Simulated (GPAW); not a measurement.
## Optical response of TiO2 (Anatase)

Wanted: where TiO2 (Anatase) starts to absorb, how strongly, and its refractive index.

Calculated with GPAW 26.7.0; DFT, PBE, plane-wave PAW (GPAW data sets), scalar-relativistic, RPA, optical limit.

## Step 1: The structure

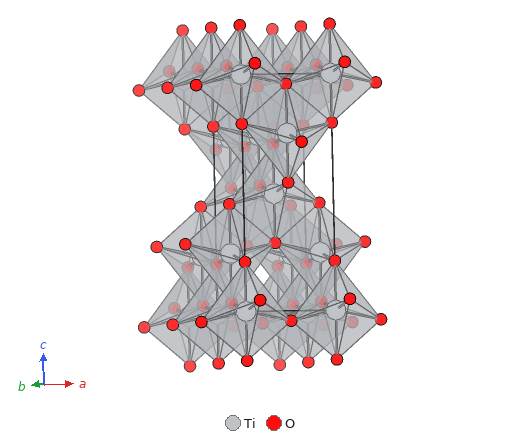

The starting structure, seen slightly off an axis (titanium light grey, oxygen red). 1×2×1 cells are drawn. This picture shows the conventional cell, with its axes. Some periodic images of atoms are drawn too.

## Step 2: Ground state

The self-consistent density comes first; it also tells whether there is a gap, which decides the occupations and the need for a Drude term.

This step: DFT, PBE, plane-wave PAW (GPAW data sets), scalar-relativistic, ground state (GPAW 26.7.0).

The input, gs.py:

```python
from ase import Atoms
from ase.dft.bandgap import bandgap
from gpaw import GPAW, PW, FermiDirac

atoms = Atoms(['Ti', 'Ti', 'O', 'O', 'O', 'O'],
              cell=[[-1.892100000000, 1.892100000000, 4.757300000000],
                    [1.892100000000, -1.892100000000, 4.757300000000],
                    [1.892100000000, 1.892100000000, -4.757300000000]],
              scaled_positions=[[0.750000000000, 0.250000000000, 0.500000000000],
                                [0.000000000000, 0.000000000000, 0.000000000000],
                                [0.791900000000, 0.791900000000, 0.000000000000],
                                [0.541900000000, 0.041900000000, 0.500000000000],
                                [0.958100000000, 0.458100000000, 0.500000000000],
                                [0.208100000000, 0.208100000000, 0.000000000000]],
              pbc=[True, True, True])
atoms.calc = GPAW(mode=PW(500), xc='PBE', kpts={'size': (8, 8, 8), 'gamma': True},
                  occupations=FermiDirac(0.05), maxiter=150, txt='gs.txt')
print('energy (eV)', atoms.get_potential_energy())
print('Fermi level (eV)', atoms.calc.get_fermi_level())
print('valence electrons', atoms.calc.get_number_of_electrons())
print('gap (eV)', bandgap(atoms.calc, output=None)[0])
print('direct gap (eV)', bandgap(atoms.calc, direct=True, output=None)[0])
atoms.calc.write('gs.gpw')
```

Run with:

```
$ OMP_NUM_THREADS=1 python gs.py
```

Numbers of over 12 decimals in the logs are rounded to 6 here.

Log:

```text
__  _  _
 | _ |_)|_||  |
 |__||  | ||/\| - 26.7.0

Versions:
  Python: 3.12.14
  ASE:    3.29.0
  Numpy:  2.5.5
  Scipy:  1.18.1
  Libxc:  7.0.0

Input parameters:
  mode=PW(ecut=500.0),
  kpts=MonkhorstPack(size=(8, 8, 8), gamma=True),
  maxiter=150,
  occupations=Occupations(name='fermi-dirac', width=0.05, fixmagmom=False),
  xc=XC(name='PBE')

Diagonalizing LCAO Hamiltonian
Converting LCAO to pw mode

       O

         O

         Ti

       O O

       Ti

Atoms  # Å, Bohr magnetons
|   | symbol |         x |         y |        z |    initial magnetic moments |
| 0 |     Ti |  0.000000 |  1.892100 | 2.378650 | ( 0.0000,  0.0000,  0.0000) |
| 1 |     Ti |  0.000000 |  0.000000 | 0.000000 | ( 0.0000,  0.0000,  0.0000) |
| 2 |      O | -0.000000 |  0.000000 | 7.534612 | ( 0.0000,  0.0000,  0.0000) |
| 3 |      O |  0.000000 |  1.892100 | 0.398662 | ( 0.0000,  0.0000,  0.0000) |
| 4 |      O |  0.000000 |  1.892100 | 4.358638 | ( 0.0000,  0.0000,  0.0000) |
| 5 |      O |  0.000000 | -0.000000 | 1.979988 | ( 0.0000,  0.0000,  0.0000) |

Unit cell  # Å
| periodic |         x |         y |         z |  lengths |     angles |
|      yes | -1.892100 |  1.892100 |  4.757300 | 5.458204 | 139.434593 |
|      yes |  1.892100 | -1.892100 |  4.757300 | 5.458204 | 139.434593 |
|      yes |  1.892100 |  1.892100 | -4.757300 | 5.458204 |  58.712803 |

Number of symmetries: 8
Symmetry operations  # r_c * U_cc + t_c -> r_c
|   | kind |            matrix            |
| 0 |  σ   |  1, 1, 1,  0, 0,-1,  0,-1, 0 |
| 1 |  E   |  1, 0, 0,  0, 1, 0,  0, 0, 1 |
| 2 |  C2  |  0, 1, 0,  1, 0, 0, -1,-1,-1 |
| 3 |  S4  |  0, 0, 1, -1,-1,-1,  0, 1, 0 |
| 4 |  σ   |  0, 0,-1,  1, 1, 1, -1, 0, 0 |
| 5 |  C2  |  0,-1, 0, -1, 0, 0,  0, 0,-1 |
| 6 |  C2  | -1, 0, 0,  0,-1, 0,  1, 1, 1 |
| 7 |  S4  | -1,-1,-1,  0, 0, 1,  1, 0, 0 |

BZ-sampling:
  Number of BZ points: 512
  Number of IBZ points: 59

  Monkhorst-Pack size: [8, 8, 8]
  Monkhorst-Pack shift: [0.0625, 0.0625, 0.0625]

K-points  # in reciprocal-cell coordinates
|     |                                coordinates |     weight |
|   0 | (  0.00000000,   0.00000000,   0.00000000) | 0.00195312 |
|   1 | (  0.12500000,  -0.12500000,   0.00000000) | 0.00781250 |
|   2 | (  0.12500000,  -0.12500000,   0.12500000) | 0.00781250 |
|   3 | (  0.12500000,   0.00000000,   0.00000000) | 0.01562500 |
|   4 | (  0.12500000,   0.12500000,  -0.12500000) | 0.00390625 |
|   5 | (  0.25000000,  -0.25000000,   0.00000000) | 0.00781250 |
|   6 | (  0.25000000,  -0.25000000,   0.12500000) | 0.01562500 |
|   7 | (  0.25000000,  -0.25000000,   0.25000000) | 0.00781250 |
|   8 | (  0.25000000,  -0.12500000,   0.00000000) | 0.03125000 |
|   9 | (  0.25000000,  -0.12500000,   0.12500000) | 0.01562500 |
| ... |                                            |            |
|  58 | (  0.50000000,   0.50000000,   0.50000000) | 0.00195312 |

Plane wave coefficients: 1744
Cutoff: 500.0 eV

Spin-components: 1 (collinear spins)
Bands:           33
Projectors:      32
Spin-degeneracy: 2
Datatype:        complex128

Parallelization:
  kpt:    1
  domain: 1
  band:   1

Density:
  Valence electrons: 48.0
  Components: 1
  Grid points: [30 30 30]
  Charge: 0.0  # |e|

Potential:
  Grid points: [30 30 30]

species:
  Ti:
    name:    Titanium
    id:
    Z:       22.0
    valence: 12
    core:    10
    charge:  0.0  # [|e|]
    compensation charges:
      type: gauss
      rc: 0.38  # [Å]
      lmax: 2
    cutoffs:
      filter: 2.23  # [Å]
      core: 1.02  # [Å]
    projectors
    | kind |    occ | energy [eV] | rcut [Å] |
    |   3s |  2.000 |     -62.623 |    1.270 |
    |   4s |  2.000 |      -4.466 |    1.270 |
    |   3p |  6.000 |     -38.862 |    1.058 |
    |   4p |  0.000 |      -1.466 |    1.058 |
    |   3d |  2.000 |      -4.258 |    1.058 |
    |    d |        |      22.953 |    1.058 |

    Using partial waves for Ti as LCAO basis

  O:
    name:    Oxygen
    id:
    Z:       8.0
    valence: 6
    core:    2
    charge:  0.0  # [|e|]
    compensation charges:
      type: gauss
      rc: 0.21  # [Å]
      lmax: 2
    cutoffs:
      filter: 1.17  # [Å]
      core: 0.83  # [Å]
    projectors
    | kind |    occ | energy [eV] | rcut [Å] |
    |   2s |  2.000 |     -23.961 |    0.688 |
    |   2p |  4.000 |      -9.029 |    0.598 |
    |    s |        |       3.251 |    0.688 |
    |    p |        |      18.182 |    0.598 |
    |    d |        |       0.000 |    0.619 |

    Using partial waves for O as LCAO basis

Reference energy: -54611.437768  # eV

eigensolver:
  PPCG
  Converge bands: occupied
  niter=2

density mixing:
  MSR1-Mixer
  Pratt-step length: 0.05
  Maximum mixing coefficient: 0.75
  Old densities: 10
  SVD Regularization: 0.005
  Good broyden scale: 1.0
  Trust region scale: 1.0
  Backstep threshold: 4.0
  History deletion threshold: 6.0
  Fourier metric: weight=20.0, sigma=0.015

occupation numbers:
  Fermi-Dirac:
    width: 0.0500  # eV

poisson solver:
  ecut: 4000.0  # eV

xc functional:
  name: PBE with 2 nearest neighbor stencil

convergence criteria:
- Maximum [total energy] change in last 3 cyles: 0.0005 eV / valence electron
- Maximum integral of absolute [dens]ity change: 0.0001 electrons / valence electron
- Maximum integral of absolute [eigenst]ate change: 4e-08 eV^2 / valence electron
maximum number of iterations: 150

SCF iterations
|iter     |      energy | eigst |  dens |
|iter:   1||  -59.435286 | -0.25 |       |
|iter:   2||  -56.557830 | -1.45 | -0.79 |
|iter:   3||  -51.091127 | +0.10 | -0.85 |
|iter:   4||  -50.635956 | -1.03 | -1.33 |
|iter:   5||  -50.615163 | -1.94 | -1.60 |
|iter:   6||  -50.609357 | -3.21 | -2.05 |
|iter:   7||  -50.609375c| -3.84 | -2.79 |
|iter:   8||  -50.609352c| -5.02 | -3.22 |
|iter:   9||  -50.609343c| -5.84 | -3.71 |
|iter:  10||  -50.609345c| -6.99 | -4.10c|
|iter:  11||  -50.609345c| -7.55c| -4.71c|

Converged in 11 steps
SCF loop duration: 102.236 s (9.294 s/step)
Energy contributions relative to reference atoms: (reference = -54611.437768)

Energy contributions:
  Kinetic:          51.045064
  Coulomb:         -58.358420
  Zero:              0.447537
  External:          0.000000
  Xc:              -43.743526
  Entropy:          -0.000000
  Spinorbit:         0.000000
  ----------------------------
  Free energy:     -50.609345
  Extrapolated:    -50.609345

dipole moment: (-26.602819, -6.880794, 11.411066)  # |e|*Ang

Fermi level: 5.154
Eigenvalues  # (at kpt = [0.000, 0.000, 0.000])
| band index |      eig [eV] | occ [0-2] |
|          0 |       -52.191 |     2.000 |
|        ... |               |           |
|         16 |         2.058 |     2.000 |
|         17 |         2.058 |     2.000 |
|         18 |         2.121 |     2.000 |
|         19 |         3.374 |     2.000 |
|         20 |         3.393 |     2.000 |
|         21 |         3.393 |     2.000 |
|         22 |         3.681 |     2.000 |
|         23 |         3.681 |     2.000 |
|         24 |         6.271 |     0.000 |
|         25 |         7.014 |     0.000 |
|         26 |         8.160 |     0.000 |
|         27 |         8.161 |     0.000 |
|         28 |         8.187 |     0.000 |
|         29 |         8.187 |     0.000 |
|         30 |         9.201 |     0.000 |
|         31 |         9.481 |     0.000 |
|         32 |        10.495 |     0.000 |

Gap: 2.166 eV
Transition (v -> c):
  (s=0, k=15, n=23, [0.38, -0.38, 0.00]) -> (s=0, k=0, n=24, [0.00, 0.00, 0.00])
Direct/indirect transitions are different
Direct gap: 2.460 eV
Transition at: (s=0, k=13, n=23, [0.25, 0.25, -0.25])

--- standard output ---
energy (eV) -50.609345
Fermi level (eV) 5.154082
valence electrons 48.0
gap (eV) 2.166318
direct gap (eV) 2.460410
```

Elapsed: 1.9 min, on 1 thread of Arm Neoverse V2, shared host; peak memory 0.26 GiB.

Read-outs, printed or worked out from the files:

| Property | Result |
| --- | --- |
| energy | -50.6093 eV |
| Fermi energy | 5.154 eV |
| gap on the k-mesh | 2.166 eV |
| direct gap on the mesh | 2.460 eV |
| electrons | 48 |

There is a gap, 2.17 eV on this mesh (points off the mesh can give less), so no carriers' term is needed.

## Step 3: Bands for the response

The response needs many more empty bands than the density does.

This step: DFT, PBE, plane-wave PAW (GPAW data sets), scalar-relativistic, bands at fixed density (GPAW 26.7.0).

The input, nscf.py:

```python
from ase.dft.bandgap import bandgap
from gpaw import GPAW, FermiDirac

calc = GPAW('gs.gpw').fixed_density(kpts={'size': (11, 11, 11), 'gamma': True}, nbands=62, convergence={'bands': 56},
                                    occupations=FermiDirac(0.001), txt='nscf.txt')
print('gap (eV)', bandgap(calc, output=None)[0])
print('direct gap (eV)', bandgap(calc, direct=True, output=None)[0])
print('top band over the Fermi level (eV)', min(calc.get_eigenvalues(kpt=k)[55] for k in range(len(calc.get_ibz_k_points()))) - calc.get_fermi_level())
calc.write('full.gpw', mode='all')
```

Run with:

```
$ OMP_NUM_THREADS=1 python nscf.py
```

Log:

```text
Diagonalizing LCAO Hamiltonian
Converting LCAO to pw mode
convergence criteria:
- Maximum integral of absolute [eigenst]ate change: 4e-08 eV^2 / valence electron
maximum number of iterations: 150

SCF iterations
|iter     |      energy | eigst |  dens |
|iter:   1||             | +2.75 |       |
|iter:   2||             | +1.63 |       |
|iter:   3||             | +0.31 |       |
|iter:   4||             | -0.96 |       |
|iter:   5||             | -2.04 |       |
|iter:   6||             | -3.08 |       |
|iter:   7||             | -4.08 |       |
|iter:   8||             | -5.13 |       |
|iter:   9||             | -6.13 |       |
|iter:  10||             | -7.11 |       |
|iter:  11||             | -7.65c|       |
SCF steps: 11
  __  _  _
 | _ |_)|_||  |
 |__||  | ||/\| - 26.7.0

Versions:
  Python: 3.12.14
  ASE:    3.29.0
  Numpy:  2.5.5
  Scipy:  1.18.1
  Libxc:  7.0.0

Input parameters:
  mode=PW(ecut=500.0),
  convergence={'bands': 56},
  gpts=array([30, 30, 30]),
  kpts=MonkhorstPack(size=(11, 11, 11), gamma=True),
  maxiter=150,
  nbands=62,
  occupations=Occupations(name='fermi-dirac', width=0.001, fixmagmom=False),
  parallel={},
  xc=XC(name='PBE')

--- standard output ---
gap (eV) 2.127229
direct gap (eV) 2.463345
top band over the Fermi level (eV) 25.489399
```

It took 6.2 min on 1 thread; peak memory 0.48 GiB.

This step gave:

- gap on the k-mesh: 2.127 eV
- direct gap on the mesh: 2.463 eV

## Step 4: Dielectric function, RPA

Transitions between filled and empty bands, summed over the zone, give the optical response, so mesh, band count and broadening shape it.

The induced potential is part of this response.

This step: DFT, PBE, plane-wave PAW (GPAW data sets), scalar-relativistic, RPA, optical limit (GPAW 26.7.0).

The input, df.py:

```python
from gpaw.response.df import DielectricFunction

df = DielectricFunction('full.gpw', frequencies={'type': 'nonlinear', 'domega0': 0.03, 'omega2': 8},
                        ecut=50,
                        eta=0.15,
                        nbands=56,
                        txt='df.txt')
for direction in ['x', 'z']:
    df.get_dielectric_function(xc='RPA', direction=direction, filename=f'df_{direction}.csv')
```

Run with:

```
$ OMP_NUM_THREADS=1 python df.py
```

Log:

```text
Using integrator: PointIntegrator
NonLinearFrequencyDescriptor(from 0.000 to 87.150 eV, 528 points)
Nonperiodic BCs:  [False False False]
Using integrator: PointIntegrator
NonLinearFrequencyDescriptor(from 0.000 to 87.150 eV, 528 points)
Nonperiodic BCs:  [False False False]

Calculating chi0 body with:
    Ground state adapter containing:
    Number of spins: 1
    Number of kpoints: 1331
    Number of irreducible kpoints: 126
    Number of completely occupied states: 24
    Number of partially occupied states: 24

    Linear response parametrization:
    q_c: [0.0, 0.0, 0.0]
    Number of frequency points: 528
    Planewave cutoff: 50.0
    Number of bands: 56
    Number of planewaves: 53
    Broadening (eta): 0.15

Integrating chi0 body.

Symmetries of q_c:
    Direct symmetries (Uq -> q): 8
    Indirect symmetries (TUq -> q): 8
In total 16 allowed symmetries.

126 groups of equivalent kpoints. 90.533434% reduction.

Integral kind: spectral function

Calculating chi0 optical extensions with:
    Ground state adapter containing:
    Number of spins: 1
    Number of kpoints: 1331
    Number of irreducible kpoints: 126
    Number of completely occupied states: 24
    Number of partially occupied states: 24

    Linear response parametrization:
    Number of frequency points: 528
    Planewave cutoff: 50.0
    Number of bands: 56
    Number of planewaves: 53
    Broadening (eta): 0.15
Integrating chi0 head and wings.

Symmetries of q_c:
    Direct symmetries (Uq -> q): 8
    Indirect symmetries (TUq -> q): 8
In total 16 allowed symmetries.

126 groups of equivalent kpoints. 90.533434% reduction.

Integral kind: spectral function wings
```

Run time: 96 s. Hardware: 1 thread; peak memory 0.33 GiB.

Read-outs, printed or worked out from the files:

| Item | Value |
| --- | --- |
| electronic dielectric constant ε∞, mean over x, y and z (by symmetry where fewer were run) | 5.919 |
| main peak of Im epsilon, first axis | 4.910 eV |

The Im ε has structure finer than the step of the table below, so its rows give means over 1 eV, whole bins alone (the curve runs from 0 to 14.0 eV). Peaks (eV: height): E ∥ x 4.2: 7.77, 4.9: 7.80, 7.3: 5.98; E ∥ z 3.5: 6.58, 4.2: 7.12, 5.9: 4.03, 8.2: 8.08.

Values under the direct gap are tails of Lorentzian lines. Im ε against photon energy; means over each step:

```tsv
photon energy (eV)	E ∥ x	E ∥ z
1	0.0787	0.0594
2	0.396	0.200
3	2.79	2.54
4	7.02	6.16
5	7.03	3.59
6	4.45	3.35
7	5.50	4.42
8	3.86	7.35
9	2.48	5.49
10	1.58	2.07
11	1.12	0.846
12	1.03	0.616
13	0.856	0.636
```

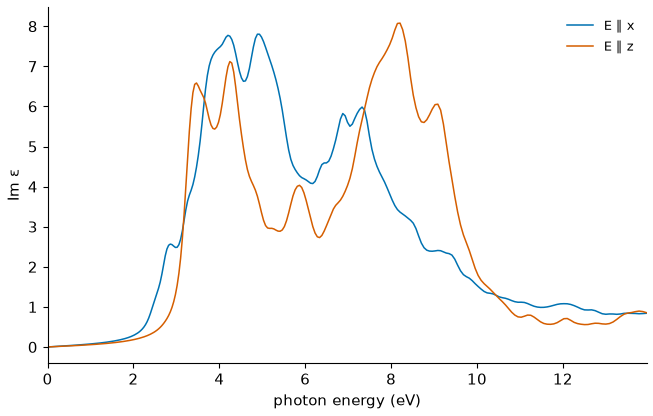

Im ε against photon energy.

The Re ε by photon energy:

```tsv
photon energy (eV)	E ∥ x	E ∥ z
0	6.07	5.61
1	6.30	5.79
2	7.30	6.50
3	8.48	9.39
4	6.65	5.78
5	2.68	2.45
6	1.60	2.95
7	1.17	4.82
8	-0.907	2.25
9	-0.487	-1.12
10	-0.467	-2.24
11	0.120	-0.727
12	0.457	0.157
13	0.609	0.650
```

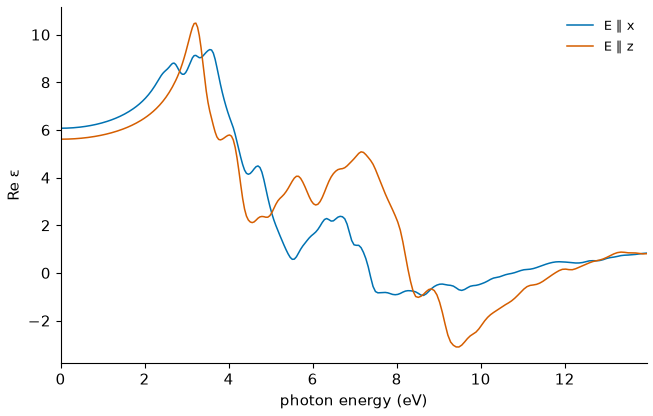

Re ε, plotted against photon energy.

Table of reflectivity at normal incidence by photon energy; read off at these points:

```tsv
photon energy (eV)	E ∥ x (%)	E ∥ z (%)
0.0	17.9	16.5
1.0	18.5	17.0
2.0	21.1	19.1
3.0	25.1	26.2
3.3	27.5	30.8
4.0	31.2	26.7
4.2	31.5	29.6
5.0	32.5	16.9
6.0	22.2	18.9
7.0	28.7	21.6
7.5	35.4	28.2
8.0	33.3	32.9
9.0	27.0	38.5
9.5	29.9	51.7
10.0	26.6	54.4
11.0	14.8	44.0
12.0	9.22	13.0
13.0	5.61	3.44
```

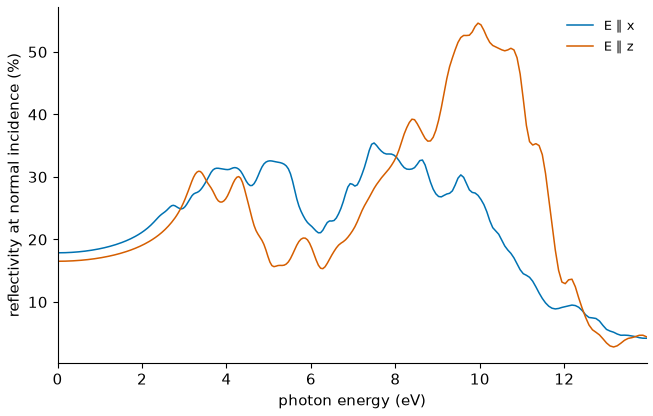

Reflectivity at normal incidence, plotted against photon energy.

Table of refractive index n and extinction k by photon energy:

```tsv
photon energy (eV)	n, E ∥ x	k, E ∥ x	n, E ∥ z	k, E ∥ z
0	2.46	0	2.37	0
1	2.51	0.0149	2.41	0.0119
2	2.70	0.0533	2.55	0.0357
3	2.94	0.422	3.07	0.233
4	2.88	1.29	2.64	1.08
5	2.33	1.65	1.81	0.906
6	1.74	1.20	1.96	0.951
7	1.85	1.50	2.36	0.864
8	1.21	1.54	2.26	1.69
9	0.989	1.21	1.58	1.90
10	0.754	1.02	0.577	1.60
11	0.788	0.708	0.397	0.940
12	0.903	0.598	0.658	0.525
13	0.902	0.452	0.871	0.328
```

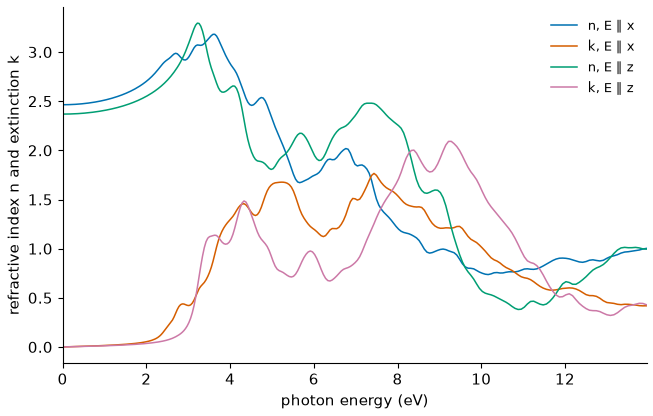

Refractive index n and extinction k, plotted against photon energy.

The Im ε, E ∥ x has structure finer than the step of the table below, so its rows give means over 1 eV, whole bins alone (the curve runs from 0 to 14.0 eV). Peaks (eV: height): without local fields 4.2: 7.90, 4.9: 7.71, 7.3: 5.97; with local fields 4.2: 7.77, 4.9: 7.80, 7.3: 5.98.

Values under the direct gap are tails of Lorentzian lines. Table of Im ε, E ∥ x by photon energy; means over each step:

```tsv
photon energy (eV)	without local fields	with local fields
1	0.0821	0.0787
2	0.420	0.396
3	3.03	2.79
4	7.30	7.02
5	6.84	7.03
6	4.22	4.45
7	5.47	5.50
8	3.82	3.86
9	2.51	2.48
10	1.65	1.58
11	1.24	1.12
12	1.18	1.03
13	1.02	0.856
```

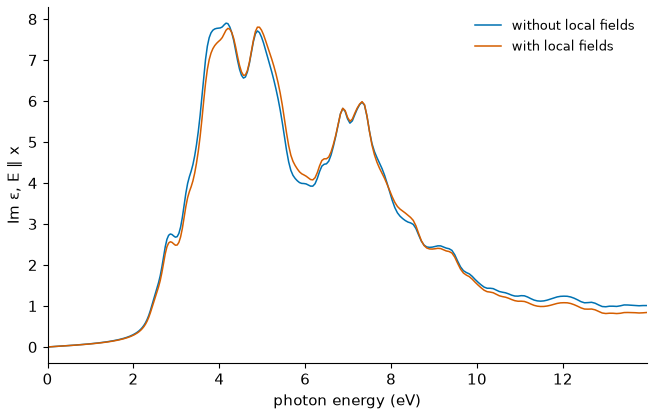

Im ε, E ∥ x, plotted against photon energy.

Optical constants at common wavelengths, from n + ik = √ε:

```tsv
wavelength (nm)	n x	k x	R (%) x	1/α x	n z	k z	R (%) z	1/α z
1550	2.49	0.011	18.3	11 µm	2.39	0.009	16.8	14 µm
800	2.59	0.029	19.6	2.2 µm	2.47	0.022	17.9	2.9 µm
532	2.85	0.116	23.1	365 nm	2.64	0.054	20.4	779 nm
405	2.98	0.429	25.7	75 nm	3.15	0.296	27.2	109 nm
365	3.09	0.664	28.0	44 nm	3.12	1.027	30.8	28 nm
308	2.87	1.307	31.2	19 nm	2.64	1.098	27.0	22 nm
248	2.33	1.652	32.5	12 nm	1.81	0.907	17.0	22 nm
```

Below the direct gap, k and the depth come from the tails of the Lorentzian lines, not from transitions.

Rows near the edge hang on the gap, which this functional as a rule makes too small, and phonon-assisted absorption is left out.

At 1064 nm the birefringence n(z) − n(x) is -0.108: the crystal is uniaxial negative at this level.

## Step 5: What came out

```
electronic dielectric constant ε∞, mean over x, y and z (by symmetry where fewer were run) (RPA) : 5.92
main peak of Im epsilon, first axis                                                              : 4.91 eV
```

At this level (PBE, RPA) TiO2 has a mean ε∞ = 5.92 and n = 2.49 at 1550 nm (E ∥ x), and Im ε peaks at 4.9 eV (E ∥ x). On the mesh the gap is 2.13 eV and the least direct gap 2.46 eV, so on this mesh the band edges lie at different points. Local fields change the static value along x from 6.21 to 6.07 (-2 %). Distinct maxima of Im ε, read by a parabola through the highest points, lie at 4.21 eV (7.8), 4.91 eV (7.8), 6.89 eV (5.8) and 7.32 eV (6.0) for E ∥ x. The static values by axis are 6.07 (x), 5.61 (z). At 1064 nm the birefringence n(z) − n(x) is -0.108: the crystal is uniaxial negative at this level. Excitons and phonon-assisted transitions are missing; PBE gaps are as a rule too small, which pulls the onset down and ε∞ up. The sum runs over mesh points, so small or evenly spaced maxima can still be ripples of the mesh. In this version of GPAW the matrix elements of the optical limit are incomplete, which can lower ε − 1 by up to a tenth where first-row anions or d states rule, and shift it by more in d metals.

[Machine, clock and banner lines and Python warnings are left out of the logs.]

[Logs are printed without paths, hosts, clocks, repeated set-up lines and the standing remarks that a program may print on its own settings, such as how far it seeks lower states.]

[Hosts, paths, dates, database ids (printed as entryN), source tags and the programs' standing remarks are cut or masked in the printed files.]
